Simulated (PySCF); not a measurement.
# C9H8O2Si (SMILES O=C(O)c1cccc2c1C=C[SiH2]2): what the fields show

```xyz
20

O     3.5119    0.3427   -0.8112
C     2.4926   -0.2782   -0.6360
O     2.4548   -1.6079   -0.8033
C     1.2046    0.3519   -0.2256
C     1.2832    1.7398   -0.0167
C     0.1768    2.4812    0.3664
C    -1.0524    1.8399    0.5494
C    -1.1602    0.4703    0.3486
C    -0.0327   -0.2996   -0.0418
C    -0.3249   -1.7421   -0.2125
C    -1.5889   -2.1604    0.0153
Si   -2.6298   -0.6913    0.5022
H     3.3530   -1.8633   -1.0644
H     2.2544    2.2142   -0.1683
H     0.2675    3.5582    0.5232
H    -1.9265    2.4240    0.8510
H     0.4774   -2.4155   -0.5130
H    -1.8634   -3.2114   -0.0961
H    -3.7446   -0.3752   -0.4426
H    -3.1956   -0.7576    1.8844
```

Geometry: PBE0-D3(BJ)/def2-SVP.

These are results of PBE0/pcSseg-1, SCF density, gas phase, non-relativistic in PySCF 2.14.0, not measurements.

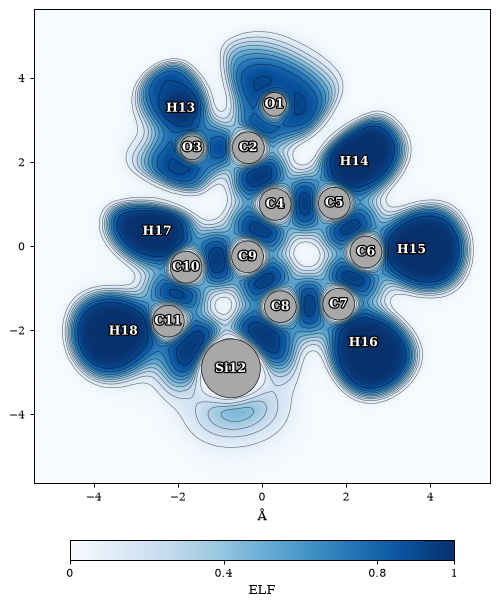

Figure 1. ELF on the plane of atoms C7, C6 and H15. Grey discs cover the atomic cores.

Question: What does the map show?

Answer:
- The section cuts through O, C, Si and H sites.
- C–O (1.21 Å): the ELF peaks at about 0.85 between the atoms; a short, multiple covalent bond.
- C–C (1.35 Å): the ELF peaks at about 0.90 between the atoms: localised, covalent bonding.
- C–Si (1.87 Å): the ELF peaks at about 0.95 between the atoms (a covalent bond).
- O–H (0.97 Å): the ELF climbs to about 1 towards the hydrogen, as it does in any bond to H (a covalent bond by its length).
- C–O (1.34 Å): the ELF peaks at about 0.90 between the atoms: a polar covalent bond.
- The ELF also peaks beside O1, away from the bonds: lone-pair regions.

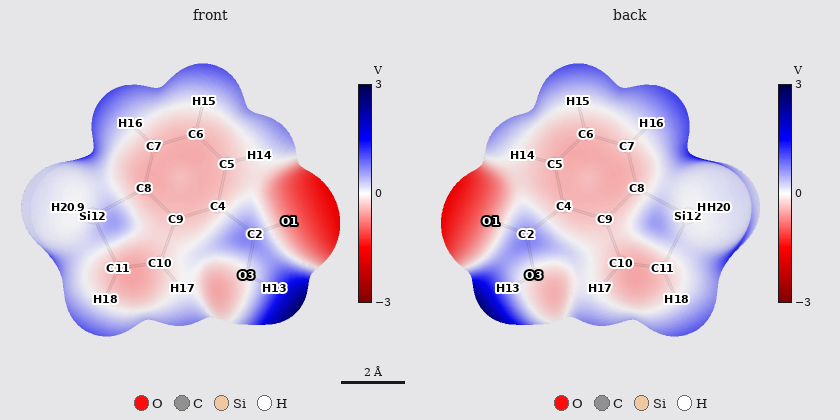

Figure 2. The molecular electrostatic potential painted on the density surface at 0.002 e/bohr³, seen from the front and from behind; the colour scale runs from red (negative) to blue (positive).

Question: Which sites attract a positive test charge, and which a negative one?

Answer: A positive charge is drawn to the negative regions and a negative charge to the positive ones. The most negative region (about −1.5 V) lies over O1, the most positive (about +2.5 V) over H13. O1 is the likeliest acceptor of a hydrogen bond.
